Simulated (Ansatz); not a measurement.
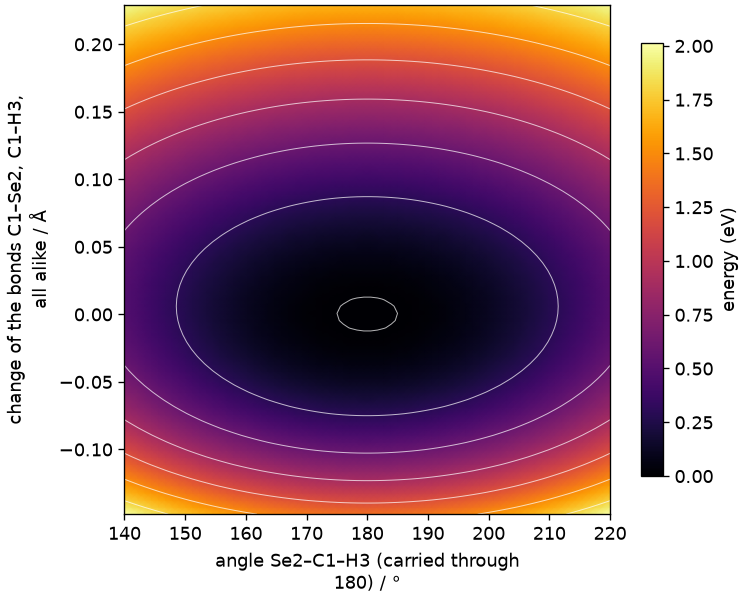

CHSe, SMILES [CH+]=[Se], charge +1. The first coordinate is: angle Se2–C1–H3 (carried through 180); the second: change of the bonds C1–Se2, C1–H3, all alike. Nothing is relaxed (all other coordinates rigid). The grid has 15 × 15 points; 120 points were computed and 105 follow by symmetry. Points are written as (first, second). Energies: eV, counted from the lowest grid point. Method: RKS PBE0-D4/def2-TZVP (Ansatz 0.2.0).

The picture shows a smooth colour map with a few white contour lines. Between grid points the surface is interpolated.

The lowest grid point is at (180.0°, 0.013 Å). No other kind of well shows on this grid. The highest grid point, (140.0°, −0.148 Å), lies 2.01 eV above the lowest. Round the minimum the two coordinates are nearly uncoupled.

The level of theory is changed to RHF/def2-TZVP in Ansatz 0.2.0; with it change the reference geometry, relaxed at the new level; the new grid has 15 × 15 points, laid about the new relaxed structure.

**What does this change do to the map?**

The lowest place stays at about (180°, 0.000 Å). The curvature at the minimum changes from about 2.1 to 2.6 eV/rad² along the first coordinate and from about 95 to 107 eV/Å² along the second coordinate.

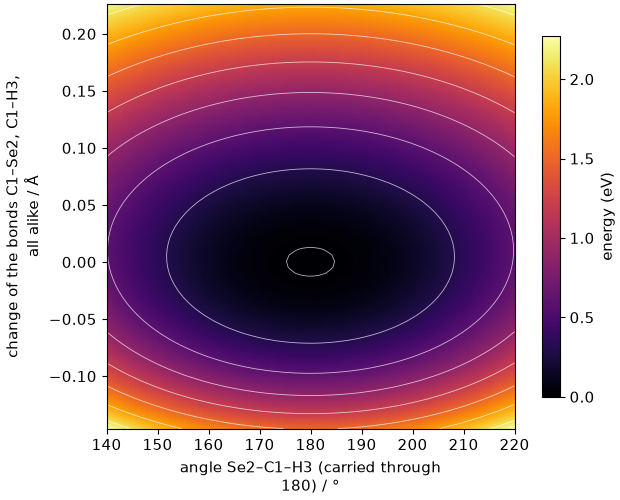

The map after the change, on a colour scale of its own. In the figure: a smooth colour map with a few white contour lines. Between grid points the surface is interpolated.
